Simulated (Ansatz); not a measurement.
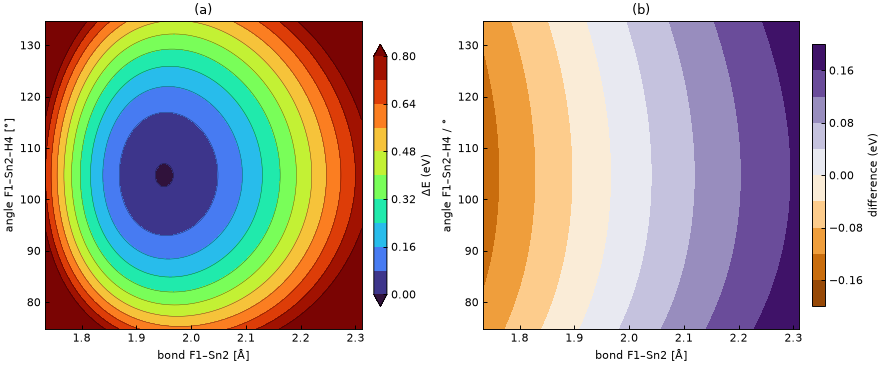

FH₃Sn, SMILES [F][SnH3]. 
- Two internal coordinates are moved rigidly from the geometry relaxed at PBE0-D4/def2-TZVP, all others fixed.
- The first coordinate is: bond F1–Sn2; the second: angle F1–Sn2–H4.
- Grid: 7 × 7 points.
- Energies: eV, counted from each map's own lowest point.
- Theory: RKS PBE-D4/def2-TZVPP in Ansatz 0.2.0.

Panel (a): Ansatz, RKS PBE-D4/def2-TZVPP. Panel (b): the map at RKS PBE0-D4/def2-TZVPP (Ansatz) less the map of (a), each from its own lowest point.

How does the change of method alter the landscape?

Answer. The difference runs from −0.14 eV at bond F1–Sn2 = 1.733 Å, angle F1–Sn2–H4 = 104.7° to 0.20 eV at bond F1–Sn2 = 2.311 Å, angle F1–Sn2–H4 = 74.7°. The interpolated minimum moves from 1.9517 to 1.9258 Å in bond F1–Sn2 and 104.74 to 104.74° in angle F1–Sn2–H4.
